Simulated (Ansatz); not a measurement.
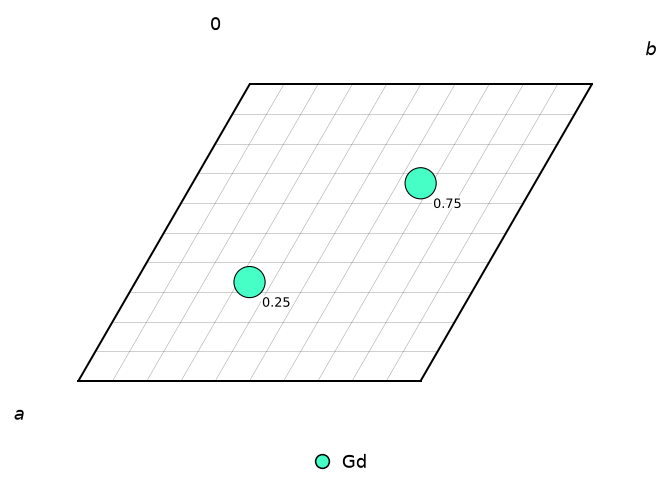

Plan of a unit cell projected along c (a down the page, b across); the numbers are heights as fractions of c, and atoms on the cell's edges are repeated. The grid marks tenths of a and b. Source: the geometry relaxed at fixed volume with DFT PBE, spin-orbit coupling, plane waves, PAW in Ansatz. Geometry calculated from the standardised cell; symmetry tolerance 0.002 Å.

a = 3.646 Å, b = 3.646 Å, c = 5.828 Å, α = 90.00°, β = 90.00°, γ = 120.00°.

Q: What does the cell contain?

A: 2 Gd: Gd, Z = 2.

Q: Which space group?

A: P6_3/mmc (No. 194), primitive hexagonal.

Q: Give the independent sites, coordinates to two places.

A:
| atom | site | symmetry | x | y | z |
| --- | --- | --- | --- | --- | --- |
| Gd | 2d | -6m2 | 0.33 | 0.67 | 0.75 |
